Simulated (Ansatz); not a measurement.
# SiH3 (silyl radical), step by step

We compute a series of 30 runs (UHF/STO-3G, UHF/3-21G, UHF/6-31G*, UB3LYP/6-31G*, UPBE/def2-SVP, UMP2/6-31G*, UHF/cc-pVTZ, UMP2/aug-cc-pVDZ, and more) of H3Si. 

Program for the calculation: Ansatz 0.2.0.

## 1. Starting point

SiH3: 4 atoms, total charge 0, spin state doublet. SMILES: `[SiH3]`. The coordinates come from a PBE0-D4/def2-TZVP relaxation. The run starts from this shape.

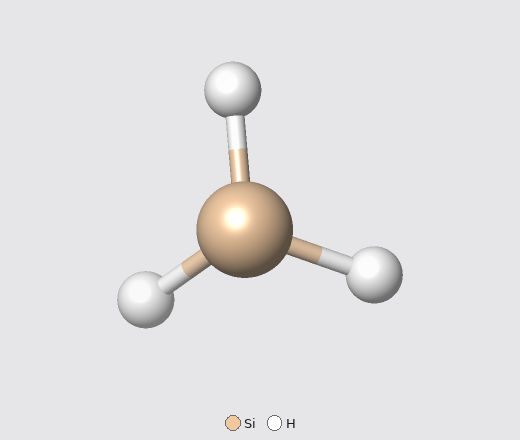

The structure, seen from a chosen angle (silicon light orange, hydrogen white).

## 2. A structure relaxation at UHF/STO-3G (run 1)

Input file job.yaml:

```yaml
crystal:
  periodic: [false, false, false]
  atoms:
    - {symbol: Si, position_ang: [0.293780, -0.026900, -0.164030]}
    - {symbol: H, position_ang: [0.559150, 0.665300, 1.123900]}
    - {symbol: H, position_ang: [-0.224040, -1.401650, 0.060130]}
    - {symbol: H, position_ang: [-0.628890, 0.763250, -1.019990]}
basis:
  gaussian:
    orbitals: STO-3G
magnetization:
  spin_polarized: true
  initial_magnetization: 1
hamiltonian:
  xc: hf
relax:
  f_tol: 0.002
output: {orbitals: {seedname: orbitals}}
```

On the command line:

```bash
ansatz run job.yaml --threads 1 --pin off --max-ram 3480MiB --events-out events.jsonl --progress --plain --runs-dir runs
```

The program printed (excerpt; [...] marks lines left out):

```text
Warning: RAYON_NUM_THREADS=1 ignored (pool sized by the plan → 1); use --threads N
[...]
Functional definition: HF
  name "HF"
[...]
143 factors; integrals over basis functions are off by at most 6.6e-6 eV
[...]
mean field -7817.04148746 eV, -287.2709760832 hartree, gradient 2.7e-5 eV, S^2 0.752459; 0 other end points of the search recorded, 0 dependent functions left out
[...]
reference -7817.04148746 eV, -287.2709760832 hartree; 9, 8 occupied and 3, 4 virtual orbitals, 143 factors
relax step   1: F+E_penalty+E_count = -7817.04148746 eV  Δ(F+E_penalty+E_count) = +0.000e0 eV  max|allowed force component| = 1.602e0 eV/Å  Δτ_max = 0.0000 Å  (27 SCF iters, accepted)
[...]
relax step   5: F+E_penalty+E_count = -7817.22898268 eV  Δ(F+E_penalty+E_count) = -6.986e-4 eV  max|allowed force component| = 4.263e-3 eV/Å  Δτ_max = 0.0063 Å  (22 SCF iters, accepted)
[...]
relax step   6: F+E_penalty+E_count = -7817.22898340 eV  Δ(F+E_penalty+E_count) = -7.204e-7 eV  max|allowed force component| = 3.549e-4 eV/Å  Δτ_max = 0.0001 Å  (22 SCF iters, accepted)
143 factors; integrals over basis functions are off by at most 8.1e-6 eV
mean field -7817.22898340 eV, -287.2778664320 hartree, gradient 3.1e-5 eV, S^2 0.751904; 1 other end points of the search recorded, 0 dependent functions left out
[...]
reference -7817.22898340 eV, -287.2778664320 hartree; 9, 8 occupied and 3, 4 virtual orbitals, 143 factors
Total energy: -7817.22898340 eV, -287.2778664320 hartree
Atom 0 at     0.328728    -0.030098    -0.183538 Å, force    -0.000355     0.000032     0.000198 eV/Å
Atom 1 at     0.509411     0.628319     1.068419 Å, force     0.000056    -0.000073    -0.000167 eV/Å
Atom 2 at    -0.228381    -1.318803     0.066313 Å, force     0.000130     0.000123    -0.000067 eV/Å
Atom 3 at    -0.609758     0.720582    -0.951183 Å, force     0.000169    -0.000083     0.000036 eV/Å
Dipole moment:     0.154897    -0.014182    -0.086485 e Å
```

Run time: 0.6 s. Hardware: 1 thread of Arm Neoverse V1, shared host.

Steps, from the record of the run:

```tsv
step	energy from the first frame kept (eV)	largest force (eV/Å)
1	0.0000	1.6353
2	-0.1035	1.5221
3	-0.1064	1.6648
4	-0.1868	0.0684
5	-0.1875	0.0049
6	-0.1875	0.0004
```

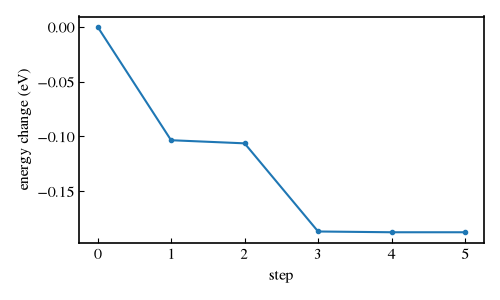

Energy along the run.

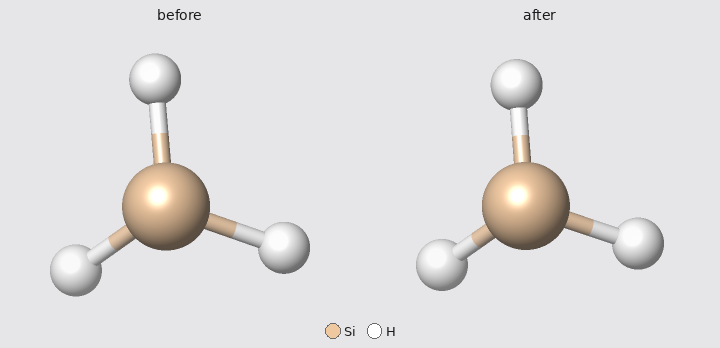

Before and after, at one scale.

After the run. Bond lengths: Si1–H2 1.426 Å, Si1–H3 1.426 Å, Si1–H4 1.426 Å. Angles: H2–Si1–H3 108.2°, H2–Si1–H4 108.2°, H3–Si1–H4 108.2°.

## 3. The harmonic vibrations at UHF/STO-3G (run 2)

Input file run.yaml:

```yaml
crystal:
  periodic: [false, false, false]
  atoms:
    - symbol: Si
      position_ang: [0.328728, -0.030098, -0.183538]
    - symbol: H
      position_ang: [0.509411, 0.628319, 1.068419]
    - symbol: H
      position_ang: [-0.228381, -1.318803, 0.066313]
    - symbol: H
      position_ang: [-0.609758, 0.720582, -0.951183]
basis:
  gaussian: {orbitals: STO-3G}
magnetization: {spin_polarized: true, initial_magnetization: 1}
hamiltonian: {xc: hf}
phonons: {temperatures: {t_min: 298.15, t_max: 298.15, t_step: 1}}
```

On the command line:

```bash
ansatz run run.yaml --threads 1 --pin off --max-ram 3480MiB --events-out events.jsonl --progress --plain --runs-dir runs
```

The program printed (excerpt; [...] marks lines left out):

```text
Warning: RAYON_NUM_THREADS=1 ignored (pool sized by the plan → 1); use --threads N
[... 2 set-up lines as earlier in the session ...]
[...]
146 factors; integrals over basis functions are off by at most 3.6e-6 eV
[...]
mean field -7817.22899972 eV, -287.2778670316 hartree, gradient 1.1e-5 eV, S^2 0.751904; 0 other end points of the search recorded, 0 dependent functions left out
[...]
reference -7817.22899972 eV, -287.2778670316 hartree; 9, 8 occupied and 3, 4 virtual orbitals, 146 factors
[...]
146 factors; integrals over basis functions are off by at most 3.6e-6 eV
[...]
mean field -7817.22887370 eV, -287.2778624005 hartree, gradient 7.3e-7 eV, S^2 0.751896; 0 other end points of the search recorded, 0 dependent functions left out
[...]
reference -7817.22887370 eV, -287.2778624005 hartree; 9, 8 occupied and 3, 4 virtual orbitals, 146 factors
[...]
146 factors; integrals over basis functions are off by at most 3.6e-6 eV
[...]
reference -7817.22897188 eV, -287.2778660083 hartree; 9, 8 occupied and 3, 4 virtual orbitals, 146 factors
[...]
146 factors; integrals over basis functions are off by at most 3.6e-6 eV
mean field -7817.22897114 eV, -287.2778659812 hartree, gradient 7.4e-7 eV, S^2 0.751899; 0 other end points of the search recorded, 0 dependent functions left out
[...]
reference -7817.22897114 eV, -287.2778659812 hartree; 9, 8 occupied and 3, 4 virtual orbitals, 146 factors
Total energy: -7817.22899972 eV, -287.2778670316 hartree
Atom 0 at     0.328728    -0.030098    -0.183538 Å, force    -0.000382     0.000029     0.000225 eV/Å
Atom 1 at     0.509411     0.628319     1.068419 Å, force     0.000055    -0.000084    -0.000196 eV/Å
Atom 2 at    -0.228381    -1.318803     0.066313 Å, force     0.000143     0.000149    -0.000076 eV/Å
Atom 3 at    -0.609758     0.720582    -0.951183 Å, force     0.000184    -0.000094     0.000047 eV/Å
Dipole moment:     0.154897    -0.014182    -0.086485 e Å
Vibrations: 1090.06 1228.89 1228.90 2825.09 2889.09 2889.10 cm⁻¹, zero-point energy 0.753275 eV
```

Run time: 0.74 s. Hardware: 1 thread of Arm Neoverse V1, shared host.

Runs 3 to 4 aren't shown in full; the table further down has their settings and results.

## 4. A geometry optimisation at UHF/3-21G (run 5)

Input file run.yaml:

```yaml
crystal:
  periodic: [false, false, false]
  atoms:
    - {symbol: Si, position_ang: [0.293780, -0.026900, -0.164030]}
    - {symbol: H, position_ang: [0.559150, 0.665300, 1.123900]}
    - {symbol: H, position_ang: [-0.224040, -1.401650, 0.060130]}
    - {symbol: H, position_ang: [-0.628890, 0.763250, -1.019990]}
basis:
  gaussian:
    orbitals: 3-21G.json
total_charge: 0
magnetization:
  spin_polarized: true
  initial_magnetization: 1
hamiltonian:
  xc: hf
relax:
  f_tol: 0.002
output:
  orbitals: {seedname: orbitals}
```

The basis set 3-21G is read from a file made from the Basis Set Exchange's data (not shown).

On the command line:

```bash
ansatz run run.yaml --threads 1 --pin off --max-ram 3480MiB --events-out events.jsonl --progress --plain --runs-dir runs
```

The program printed (excerpt; [...] marks lines left out):

```text
Warning: RAYON_NUM_THREADS=1 ignored (pool sized by the plan → 1); use --threads N
[...]
[... 2 set-up lines as earlier in the session ...]
[...]
216 factors; integrals over basis functions are off by at most 2.9e-4 eV
[...]
mean field -7866.28165517 eV, -289.0805188703 hartree, gradient 3.3e-5 eV, S^2 0.755059; 0 other end points of the search recorded, 0 dependent functions left out
[...]
reference -7866.28165517 eV, -289.0805188703 hartree; 9, 8 occupied and 10, 11 virtual orbitals, 216 factors
relax step   1: F+E_penalty+E_count = -7866.28165517 eV  Δ(F+E_penalty+E_count) = +0.000e0 eV  max|allowed force component| = 5.333e-2 eV/Å  Δτ_max = 0.0000 Å  (28 SCF iters, accepted)
[...]
relax step   2: F+E_penalty+E_count = -7866.28206187 eV  Δ(F+E_penalty+E_count) = -4.067e-4 eV  max|allowed force component| = 1.401e-2 eV/Å  Δτ_max = 0.0114 Å  (27 SCF iters, accepted)
[...]
relax step   3: F+E_penalty+E_count = -7866.28212242 eV  Δ(F+E_penalty+E_count) = -6.055e-5 eV  max|allowed force component| = 1.581e-3 eV/Å  Δτ_max = 0.0029 Å  (18 SCF iters, accepted)
216 factors; integrals over basis functions are off by at most 2.9e-4 eV
[...]
mean field -7866.28212242 eV, -289.0805360413 hartree, gradient 5.4e-5 eV, S^2 0.755250; 1 other end points of the search recorded, 0 dependent functions left out
[...]
reference -7866.28212242 eV, -289.0805360413 hartree; 9, 8 occupied and 10, 11 virtual orbitals, 216 factors
Total energy: -7866.28212242 eV, -289.0805360413 hartree
Atom 0 at     0.286389    -0.026221    -0.159899 Å, force    -0.001264     0.000118     0.000710 eV/Å
Atom 1 at     0.563428     0.666885     1.125473 Å, force    -0.000334    -0.000794    -0.001467 eV/Å
Atom 2 at    -0.221926    -1.405760     0.058764 Å, force     0.000567     0.001581    -0.000242 eV/Å
Atom 3 at    -0.627890     0.765097    -1.024328 Å, force     0.001032    -0.000905     0.000999 eV/Å
Dipole moment:     0.054819    -0.005019    -0.030608 e Å
```

Run time: 0.38 s. Hardware: 1 thread of Arm Neoverse V1, shared host.

Steps, from the record of the run:

```tsv
step	energy from the first frame kept (eV)	largest force (eV/Å)
1	0.0000	0.0613
2	-0.0004	0.0161
3	-0.0005	0.0017
```

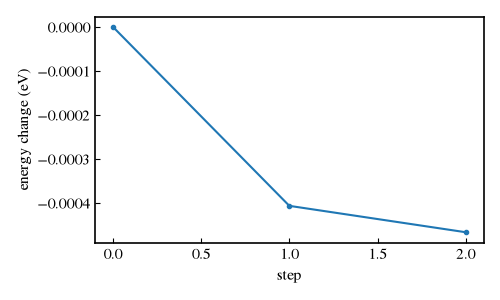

Energy along the run.

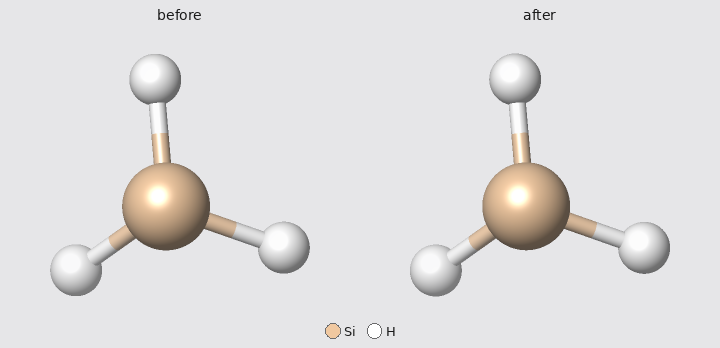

Before and after, at one scale.

After the run. Bond lengths: Si1–H2 1.486 Å, Si1–H3 1.486 Å, Si1–H4 1.486 Å. Angles: H2–Si1–H3 111.7°, H2–Si1–H4 111.7°, H3–Si1–H4 111.7°.

Runs 6 to 29 aren't shown in full; the table further down has their settings and results.

## 5. Vibrational wavenumbers at UCCSD(T)/cc-pVDZ (run 30)

Input file run.yaml:

```yaml
crystal:
  periodic: [false, false, false]
  atoms:
    - {symbol: Si, position_ang: [0.296221, -0.027121, -0.165389]}
    - {symbol: H, position_ang: [0.561044, 0.668077, 1.128756]}
    - {symbol: H, position_ang: [-0.225375, -1.407378, 0.060601]}
    - {symbol: H, position_ang: [-0.631889, 0.766422, -1.023959]}
basis:
  gaussian:
    orbitals: cc-pVDZ
correlation:
  method: ccsd_t
phonons:
  temperatures: {t_min: 298.15, t_max: 298.15, t_step: 1}
accuracy: high
scf:
  omitted_lower_state_checks: [cluster_reference]
magnetization:
  spin_polarized: true
  initial_magnetization: 1
```

On the command line:

```bash
ansatz run run.yaml --threads 1 --pin off --max-ram 3480MiB --events-out events.jsonl --progress --plain --runs-dir runs
```

The program printed (excerpt; [...] marks lines left out):

```text
Warning: RAYON_NUM_THREADS=1 ignored (pool sized by the plan → 1); use --threads N
[... 2 set-up lines as earlier in the session ...]
[...]
725 factors; integrals over basis functions are off by at most 2.1e-9 eV
[...]
mean field -7908.30956127 eV, -290.6250159319 hartree, gradient 1.3e-8 eV, S^2 0.754317; 0 other end points of the search recorded, 0 dependent functions left out
5 core orbitals not correlated: weight in the atoms' cores, before any rotation towards them, 1.000 or more for the frozen orbitals, at most 0.000 for the correlated occupied ones
reference -7908.30956127 eV, -290.6250159319 hartree; 4, 3 occupied and 24, 25 virtual orbitals, 725 factors
second order -2.56908420 eV of doubles, -0.00000000 eV of singles
cycle   1  -3.09620997 eV  change   -5.3e-1 eV  update   5.3e-2
[...]
perturbative correction -0.05963724 eV, -0.0021916282 hartree
[...]
725 factors; integrals over basis functions are off by at most 2.1e-9 eV
[...]
reference -7908.30943287 eV, -290.6250112133 hartree; 4, 3 occupied and 24, 25 virtual orbitals, 725 factors
second order -2.56909208 eV of doubles, -0.00000000 eV of singles
[...]
cycle  20  -3.29592529 eV  change  -1.3e-10 eV  update  7.2e-10
perturbative correction -0.05966029 eV, -0.0021924754 hartree
[...]
Total energy: -7911.66503383 eV, -290.7483272742 hartree
Atom 0 at     0.296221    -0.027121    -0.165389 Å, force     0.000241    -0.000032    -0.000116 eV/Å
Atom 1 at     0.561044     0.668077     1.128756 Å, force    -0.000216    -0.000126    -0.000186 eV/Å
Atom 2 at    -0.225375    -1.407378     0.060601 Å, force    -0.000052     0.000305     0.000036 eV/Å
Atom 3 at    -0.631889     0.766422    -1.023959 Å, force     0.000027    -0.000147     0.000266 eV/Å
Dipole moment:     0.021351    -0.001954    -0.011922 e Å
Vibrations: 775.19 934.39 934.39 2209.00 2244.97 2244.97 cm⁻¹, zero-point energy 0.579186 eV
Checks for a lower state left out: cluster_reference
```

It took 29 s on 1 thread of Arm Neoverse V1, shared host; peak memory 0.14 GiB.

## 6. Overview of the runs

```tsv
run	level	task	walk f tol	partner	energy (Eh)	dipole moment (D)	⟨S²⟩	wall time
1	UHF/STO-3G	optimise	0.002	base	-287.277866	0.85	0.752	0.6 s
2	UHF/STO-3G	frequencies	–	base	-287.277867	0.85	0.752	0.74 s
3	UHF/STO-3G	energy	–	cation	-287.040680	–	–	0.06 s
4	UHF/STO-3G	optimise	–	cation	-287.087037	–	–	0.6 s
5	UHF/3-21G	optimise	0.002	base	-289.080536	0.30	0.755	0.38 s
6	UHF/3-21G	frequencies	–	base	-289.080536	0.30	0.755	0.87 s
7	UHF/3-21G	energy	–	cation	-288.769552	–	–	0.08 s
8	UHF/3-21G	optimise	–	cation	-288.798359	–	–	0.58 s
9	UHF/6-31G* (Cartesian functions)	optimise	0.002	base	-290.606120	0.21	0.754	0.87 s
10	UHF/6-31G* (Cartesian functions)	frequencies	–	base	-290.606120	0.21	0.754	1.9 s
11	UHF/6-31G* (Cartesian functions)	energy	–	cation	-290.296127	–	–	0.1 s
12	UHF/6-31G* (Cartesian functions)	optimise	–	cation	-290.328910	–	–	1.2 s
13	UB3LYP/6-31G* (Cartesian functions)	optimise	0.002	base	-291.232264	0.04	0.751	3.6 s
14	UB3LYP/6-31G* (Cartesian functions)	frequencies	–	base	-291.232264	0.04	0.751	6.6 s
15	UB3LYP/6-31G* (Cartesian functions)	energy	–	cation	-290.904866	–	–	0.52 s
16	UB3LYP/6-31G* (Cartesian functions)	optimise	–	cation	-290.933148	–	–	3.9 s
17	UPBE/def2-SVP	optimise	0.002	base	-290.973153	0.01	0.752	3.3 s
18	UPBE/def2-SVP	frequencies	–	base	-290.973153	0.01	0.752	6 s
19	UPBE/def2-SVP	energy	–	cation	-290.646200	–	–	0.54 s
20	UPBE/def2-SVP	optimise	–	cation	-290.671752	–	–	4.2 s
21	UMP2/6-31G* (Cartesian functions)	optimise	0.002	base	-290.674525	0.07	0.754	1.1 s
22	UMP2/6-31G* (Cartesian functions)	frequencies	–	base	-290.674525	0.07	0.754	2.5 s
23	UMP2/6-31G* (Cartesian functions)	energy	–	cation	-290.362667	–	–	0.12 s
24	UMP2/6-31G* (Cartesian functions)	optimise	–	cation	-290.391372	–	–	1.2 s
25	UHF/cc-pVTZ	optimise	0.002	base	-290.640370	0.07	0.755	2.4 s
26	UHF/cc-pVTZ	frequencies	–	base	-290.640370	0.07	0.755	5.1 s
27	UMP2/aug-cc-pVDZ	optimise	0.002	base	-290.724624	0.04	0.755	3 s
28	UMP2/aug-cc-pVDZ	frequencies	–	base	-290.724624	0.04	0.755	9.9 s
29	UCCSD(T)/cc-pVDZ	optimise	0.002	base	-290.748327	0.12	0.754	9.9 s
30	UCCSD(T)/cc-pVDZ	frequencies	–	base	-290.748327	0.12	0.754	29 s
```

## 7. What came out

```
                                                                              quantity          value
                                                run 30, UCCSD(T)/cc-pVDZ: total energy  -290.74833 Eh
                          run 30, UCCSD(T)/cc-pVDZ: dipole moment (correlated density)         0.12 D
                 run 30, UCCSD(T)/cc-pVDZ: correlation energy (5 core orbitals frozen)     -123.3 mEh
                                              run 30, UCCSD(T)/cc-pVDZ: (T) correction      -2.19 mEh
                           run 30, UCCSD(T)/cc-pVDZ: ⟨S²⟩ of the reference determinant          0.754
                                               run 30, UCCSD(T)/cc-pVDZ: T1 diagnostic          0.012
                                    run 30, UCCSD(T)/cc-pVDZ: largest force on an atom     0.000 eV/Å
                                  run 30, UCCSD(T)/cc-pVDZ: lowest harmonic wavenumber       775 cm⁻¹
                                 run 30, UCCSD(T)/cc-pVDZ: highest harmonic wavenumber      2245 cm⁻¹
                                           run 30, UCCSD(T)/cc-pVDZ: zero-point energy    55.9 kJ/mol
                        vertical ionisation energy (to the singlet cation), UHF/STO-3G       6.454 eV
                         vertical ionisation energy (to the singlet cation), UHF/3-21G       8.462 eV
                     vertical ionisation energy (to the singlet cation), UB3LYP/6-31G*       8.909 eV
                     vertical ionisation energy (to the singlet cation), UPBE/def2-SVP       8.897 eV
                       vertical ionisation energy (to the singlet cation), UMP2/6-31G*       8.486 eV
   adiabatic ionisation energy (to the singlet cation, no zero-point term), UHF/STO-3G       5.193 eV
adiabatic ionisation energy (to the singlet cation, no zero-point term), UB3LYP/6-31G*       8.139 eV
adiabatic ionisation energy (to the singlet cation, no zero-point term), UPBE/def2-SVP       8.202 eV
```

What this shows: At UHF/STO-3G: removing an electron at fixed nuclei costs 6.45 eV (149 kcal/mol). Only the singlet of the ionised species was computed; a triplet could lie lower. In a minimal basis such a difference can be off by several eV, whatever the method. At UHF/3-21G: the vertical ionisation energy comes to 8.46 eV (816 kJ/mol). At UB3LYP/6-31G*: the vertical ionisation energy comes to 8.91 eV (205 kcal/mol). At UPBE/def2-SVP: removing an electron at fixed nuclei costs 8.90 eV (858 kJ/mol). Totals of different functionals can't be ranked against each other. In runs 1, 2, 3, 4 the basis is minimal, so the values are rough. All runs together took 1.7 min, the longest 29 s.
